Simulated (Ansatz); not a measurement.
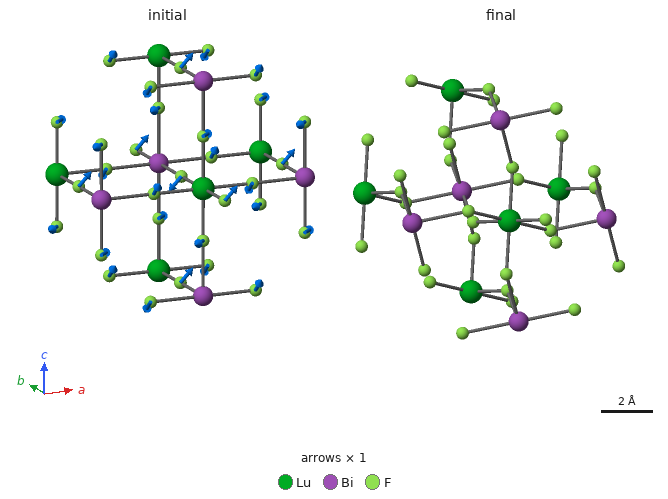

The structure of solid LuBiF₆ (built on the KCrF6-148 type type) before (left) and after (right) a relaxation, at one scale. The blue arrows give the displacements (the part carried along by the change of the cell is left out), at their true length.

The picture is a ball-and-stick view of the atoms within 5.8 Å of the atom that moves most (axes of the larger cell on standard axes (4 times the calculation's cell)), seen slightly off an axis.

The calculation used DFT, r2SCAN+rVV10, plane waves, PAW (Ansatz 0.2.0).

Input
```yaml
crystal:
  lattice:
    - [3.1060503961, 1.7932790288, 5.0621882025]
    - [-3.1060503961, 1.7932790288, 5.0621882025]
    - [0.0, -3.5865580682, 5.0621881987]
  atoms:
    - { symbol: Lu, position: [0.0, 0.0, 0.0] }
    - { symbol: Bi, position: [0.5, 0.5, 0.5] }
    - { symbol: F, position: [0.7556463191, 0.2422561808, -0.2405061712] }
    - { symbol: F, position: [0.2422561808, -0.2405061712, 0.7556463191] }
    - { symbol: F, position: [1.2405061712, 0.2443536809, 0.7577438192] }
    - { symbol: F, position: [0.7577438192, 1.2405061712, 0.2443536809] }
    - { symbol: F, position: [0.2443536809, 0.7577438192, 1.2405061712] }
    - { symbol: F, position: [-0.2405061712, 0.7556463191, 0.2422561808] }
kpoints:
  mp_grid: { grid: [4, 4, 4] }
hamiltonian:
  xc: r2scan
  dispersion: rvv10
scf:
  occupations: { method: fermi_dirac, width: 0.03 }
relax:
  f_tol: 0.01
  cell: {}
  max_steps: 120
output:
  write_density: true
  write_potential: true
  elf: true
  volumetric_format: npy
```

Launched with:
```bash
ansatz run input.yaml --threads 4 --pin off --max-ram 4608MiB --backend cpu --events-out ev --progress --plain --runs-dir out
```

Question: Describe what moved and what it gained.

Answer: The largest moves relative to the cell, 0.80 Å, are those of F3, F4, F5, F6, F7 and F8. F5 goes along [−1 0 −1]. Lu and Bi stay in place. Cell: a = b = c 8.779 → 8.177 Å (−6.9 %), α 90.1° → 82.0°, β 89.9° → 98.0°, γ 89.9° → 98.0°. Volume −21.3 %. Near-neighbour distances that change, for instance: Bi2–F3 2.261 → 2.266 Å. Bond angles that change, for instance: Lu1–F7–Bi2 179.4° → 136.7°, F3–Bi2–F5 89.9° → 93.3°, F3–Bi2–F4 90.1° → 86.7°. The space group stays R-3 (No. 148). After 18 accepted moves (21 points after the start) the energy has fallen by 0.103 eV per cell of the calculation. The largest force component goes from 0.013 to 0.00085 eV/Å. Pressure: −0.15 GPa at the start and −0.03 GPa at the end. The line search rejected the trial steps at points 6, 9 of the run. The SCF was repeated once at an unchanged geometry on a basis and grid sized afresh for the cell, which shifted the energy by 26.0 meV per cell of the calculation at most.
